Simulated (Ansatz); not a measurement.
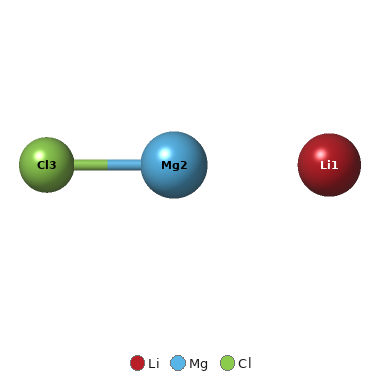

The system is ClLiMg; the picture shows the reference structure. The first coordinate is: angle Li1–Mg2–Cl3 (carried through 180); the second: change of the bonds Mg2–Li1, Mg2–Cl3, all alike. Nothing is relaxed (all other coordinates rigid). Grid: 15 × 15 points; 120 points were computed and 105 follow by symmetry. Points are written as (first, second). Energies are in kJ/mol, from the relaxed molecule at the same level. Level of theory: RKS SPW92 (LDA)/def2-TZVP (Ansatz).

Its coordinates:

```tsv
atom	x (Å)	y (Å)	z (Å)
Li	-2.0110	0.8350	-1.0058
Mg	0.2630	-0.1097	0.1315
Cl	2.1257	-0.8808	1.0632
```

Range: angle Li1–Mg2–Cl3 (carried through 180) from 140.0 to 220.0°; change of the bonds Mg2–Li1, Mg2–Cl3, all alike from −0.271 to 0.419 Å.

Q: What will the energy surface look like?

A: The lowest grid point is at (180.0°, 0.025 Å), 0.37 kJ/mol from the relaxed molecule at the same level. No other kind of well shows on this grid. The highest grid point, (140.0°, −0.271 Å), lies 76 kJ/mol above the lowest. Round the minimum the two coordinates are nearly uncoupled.

```
second ↓, first →  140.0  145.7  151.4  157.1  162.9  168.6  174.3  180.0  185.7  191.4  197.1  202.9  208.6  214.3  220.0
            0.419     72     70     69     67     66     65     65     65     65     65     66     67     69     70     72
            0.370     61     59     57     56     55     54     53     53     53     54     55     56     57     59     61
            0.321     51     49     47     45     44     43     42     42     42     43     44     45     47     49     51
            0.271     41     39     37     35     34     33     32     32     32     33     34     35     37     39     41
            0.222     32     30     28     26     24     23     23     23     23     23     24     26     28     30     32
            0.173     24     22     20     18     16     15     15     15     15     15     16     18     20     22     24
            0.123     18     15     13     11     10      9      8      8      8      9     10     11     13     15     18
            0.074     13     11      8      7      5      4      3      3      3      4      5      7      8     11     13
            0.025     11      8      6      4      2      1      1      0      1      1      2      4      6      8     11
           −0.025     11      9      6      4      2      1      1      0      1      1      2      4      6      9     11
           −0.074     15     12     10      7      6      5      4      4      4      5      6      7     10     12     15
           −0.123     22     19     17     15     13     12     11     11     11     12     13     15     17     19     22
           −0.173     34     32     29     27     25     24     23     23     23     24     25     27     29     32     34
           −0.222     52     49     47     44     43     41     41     40     41     41     43     44     47     49     52
           −0.271     77     74     71     69     67     66     65     65     65     66     67     69     71     74     77
```

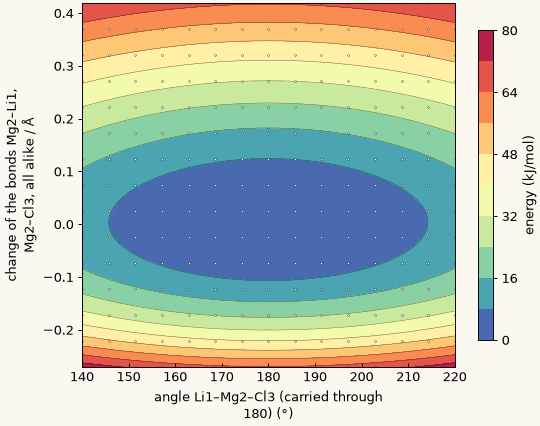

In the figure: filled contours, dots at the grid points. Between grid points the surface is interpolated.

The whole map (120 points run) took 2.3 min on 1 thread of Arm Neoverse V2 (shared host).
